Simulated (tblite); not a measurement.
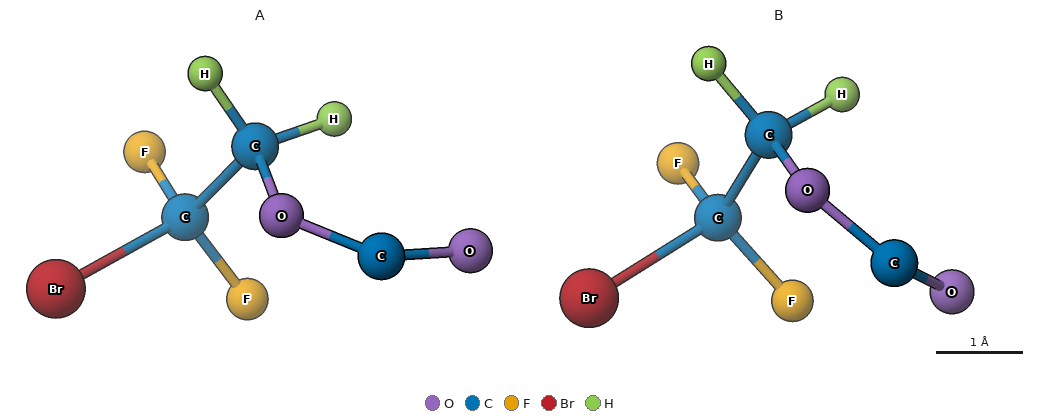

Two geometries of C₃H₂BrF₂O₂ (multiplicity 2), drawn at one scale. One is the start of a relaxation, the other its converged end. Style: ball-and-stick. Shown from a free direction.

Computed with GFN2-xTB geometry optimisation, gas phase (tblite). 

> Which of the two is the end point?

Structure A is the relaxed one. The energy falls by 0.469 eV in 67 geometry steps. The atom that moves furthest after the best rigid fit is an O atom (0.81 Å). By element the largest moves are O 0.81 Å, F 0.42 Å, H 0.32 Å, Br 0.20 Å, C 0.20 Å. Some distances before and after: C–F 1.409 → 1.342 Å, C–O 1.402 → 1.464 Å, C–O 1.330 → 1.279 Å, C–O 1.231 → 1.190 Å. Among the angles between lasting bonds that change: O–C–O 126.0° → 135.9°, H–C–H 105.8° → 111.4°, O–C–H 111.6° → 107.2°. Groups turn about C–O by about 35°.
